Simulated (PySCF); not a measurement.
# One shape, several levels: CH5FGe (SMILES [CH3][GeH2][F])

Aim: a comparison of 5 runs (HF/def2-SVP, BLYP/STO-3G, B3LYP/6-31G*, TPSS/def2-TZVP, CCSD(T)/cc-pVDZ) of CH5FGe. 

The calculation is run with PySCF 2.14.0.

## 1. The system as given

CH5FGe: 8 atoms, total charge 0, spin state singlet. As SMILES, `[CH3][GeH2][F]`. The coordinates come from a PBE0-D4/def2-TZVP relaxation.

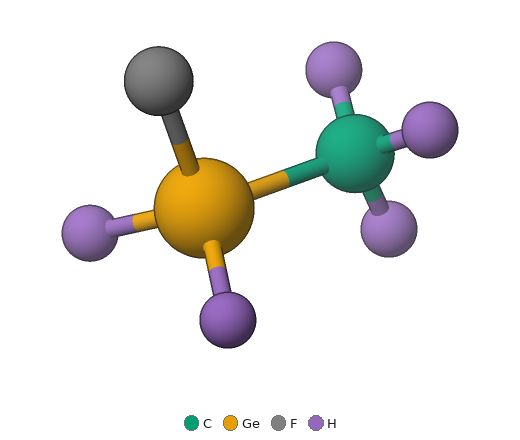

The structure, seen from a chosen angle (carbon teal, germanium amber, fluorine grey, hydrogen purple).

## 2. Energy and forces at HF/def2-SVP (run 1)

Contents of input.xyz:

```xyz
8

C     -0.598200     0.789100    -0.332100
Ge     0.468300    -0.734500     0.207400
F      1.437000    -0.203900     1.562200
H     -1.229500     0.526100    -1.183100
H      0.052600     1.615500    -0.619000
H     -1.235200     1.108200     0.493200
H      1.473200    -1.188800    -0.864100
H     -0.368100    -1.911600     0.735600
```

Contents of run.py:

```python
# [CH3][GeH2][F]
import pyscf.grad
from pyscf import gto, scf

system = gto.M(
    atom='input.xyz',
    spin=0,
    verbose=4,
    basis='def2-svp',
    max_memory=1860,
)

hf = scf.RHF(system)
hf.conv_tol = 1e-10
hf.kernel()
if not hf.converged:
    hf = hf.newton().run(hf.mo_coeff, hf.mo_occ)

e_tot = hf.e_tot
print('E(%s) = %.9f' % ('HF', e_tot))
grad = hf.Gradients().kernel()
dip = hf.dip_moment()
pop, q = hf.mulliken_pop()
```

Run with:

```sh
$ OMP_NUM_THREADS=1 python run.py
```

The program printed:

```text
PySCF version 2.14.0

[... 62 lines left out ...]
converged SCF energy = -2215.24800144864
[... 12 lines left out ...]
Dipole moment(X, Y, Z, Debye): -1.78554, -0.12530, -2.11159
[... 94 lines left out ...]
charge of    7H =     -0.14827
```

It took 6.9 s on 1 thread of Intel Xeon at 2.70GHz, shared host; peak memory 0.17 GiB.

## 3. Energy and forces at BLYP/STO-3G (run 2)

Contents of input.py:

```python
# [CH3][GeH2][F]
import pyscf.grad
from pyscf import gto, dft

mol = gto.M(
    atom='''
C     -1.130434     1.491183    -0.627578
Ge     0.884959    -1.388004     0.391929
F      2.715536    -0.385315     2.952130
H     -2.323418     0.994185    -2.235735
H      0.099400     3.052853    -1.169740
H     -2.334190     2.094194     0.932013
H      2.783945    -2.246506    -1.632912
H     -0.695608    -3.612400     1.390083
''',
    basis='sto-3g',
    unit='bohr',
    max_memory=1860,
    spin=0,
    verbose=4,
)

calc0 = dft.RKS(mol)
calc0.xc = 'blyp'
calc0.grids.level = 5
calc0.conv_tol = 1e-10
calc0.kernel()
if not calc0.converged:
    calc0 = calc0.newton().run(calc0.mo_coeff, calc0.mo_occ)

e_final = calc0.e_tot
print('E = %.10f Eh' % e_final)
grad = calc0.Gradients().kernel()
dip = calc0.dip_moment()
pop, q = calc0.mulliken_pop()
```

Run with:

```sh
$ OMP_NUM_THREADS=1 python input.py
```

The program printed:

```text
PySCF version 2.14.0

[... 78 lines left out ...]
converged SCF energy = -2191.92981130492
[... 13 lines left out ...]
Dipole moment(X, Y, Z, Debye): -0.46217, -0.07540, -0.56603
[... 42 lines left out ...]
charge of    7H =     -0.10016
```

Wall time 9.9 s (1 thread of Intel Xeon at 2.70GHz, shared host); peak memory 0.39 GiB.

Runs 3 to 4 aren't shown in full; the table further down has their settings and results.

## 4. A single-point energy at CCSD(T)/cc-pVDZ (run 5)

Contents of run.py:

```python
from pyscf import gto, cc

mol = gto.Mole()
mol.atom = '''
C     -1.130434     1.491183    -0.627578
Ge     0.884959    -1.388004     0.391929
F      2.715536    -0.385315     2.952130
H     -2.323418     0.994185    -2.235735
H      0.099400     3.052853    -1.169740
H     -2.334190     2.094194     0.932013
H      2.783945    -2.246506    -1.632912
H     -0.695608    -3.612400     1.390083
'''
mol.spin = 0
mol.max_memory = 1860
mol.unit = 'bohr'
mol.basis = 'cc-pvdz'
mol.verbose = 4
mol.build()

calc0 = mol.RHF()
calc0.conv_tol = 1e-10
calc0.kernel()
if not calc0.converged:
    calc0 = calc0.newton().run(calc0.mo_coeff, calc0.mo_occ)

mycc = cc.CCSD(calc0, frozen=11)
mycc.kernel()
e_t = mycc.ccsd_t()
e_final = mycc.e_tot + e_t
print('E = %.10f Eh' % e_final)
calc0.analyze()
```

Run with:

```sh
$ OMP_NUM_THREADS=1 python run.py
```

The program printed:

```text
PySCF version 2.14.0

[... 62 lines left out ...]
converged SCF energy = -2215.59246489689
[... 39 lines left out ...]
MO #3   energy= -46.3031522041502  occ= 2
[... 10 lines left out ...]
MO #14  energy= -1.6784891110594   occ= 2
[... 10 lines left out ...]
MO #25  energy= -0.468719093342978 occ= 2
[... 10 lines left out ...]
MO #36  energy= 0.47406127936628   occ= 0
[... 10 lines left out ...]
MO #47  energy= 0.928184760342568  occ= 0
[... 10 lines left out ...]
MO #58  energy= 1.6824484632768    occ= 0
[... 10 lines left out ...]
MO #69  energy= 2.20961912384065   occ= 0
[... 10 lines left out ...]
MO #80  energy= 4.22367244159959   occ= 0
[... 91 lines left out ...]
Dipole moment(X, Y, Z, Debye): -1.80821, -0.10751, -2.12966
```

Run time: 16 s. Hardware: 1 thread of Intel Xeon at 2.70GHz, shared host; peak memory 0.35 GiB.

## 5. Overview of the runs

```csv
run,level,integration grid,task,energy (Eh),dipole moment (D) of the reference,HOMO energy (eV),LUMO energy (eV),wall time
1,HF/def2-SVP,–,gradient,-2215.248001,2.77,-12.38,3.91,6.9 s
2,BLYP/STO-3G,5,gradient,-2191.929811,0.73,-1.79,5.42,9.9 s
3,B3LYP/6-31G* (spherical functions),5,gradient,-2217.746229,2.42,-8.55,0.33,38 s
4,TPSS/def2-TZVP,5,gradient,-2218.048452,2.34,-7.77,-0.30,1.7 min
5,CCSD(T)/cc-pVDZ,–,energy,-2216.093142,2.80,-12.29,3.94,16 s
```

## 6. What came out

| quantity | value |
| --- | --- |
| run 5: total energy | -2216.09314 Eh |
| run 5: dipole moment (Hartree–Fock density) | 2.80 D |
| run 5: HOMO energy (Hartree–Fock orbitals) | -12.29 eV |
| run 5: LUMO energy (Hartree–Fock orbitals) | 3.94 eV |
| run 5: HOMO–LUMO gap (Hartree–Fock orbitals) | 16.23 eV |
| run 5: correlation energy (11 core orbitals frozen) | -500.7 mEh |
| run 5: (T) correction | -10.74 mEh |
| run 5: T1 diagnostic | 0.009 |

What this shows: Over runs 1, 2, 3, 4 the dipole moment (its size) runs from 0.73 D (BLYP/STO-3G) to 2.77 D (HF/def2-SVP). The two ends differ in method and basis. Over runs 1, 2, 3, 4 the HOMO–LUMO gap runs from 7.21 eV (BLYP/STO-3G) to 16.29 eV (HF/def2-SVP). Totals of different functionals can't be ranked against each other. In run 2 the basis is minimal, so the values are rough. All runs together took 2.9 min, the longest 1.7 min.
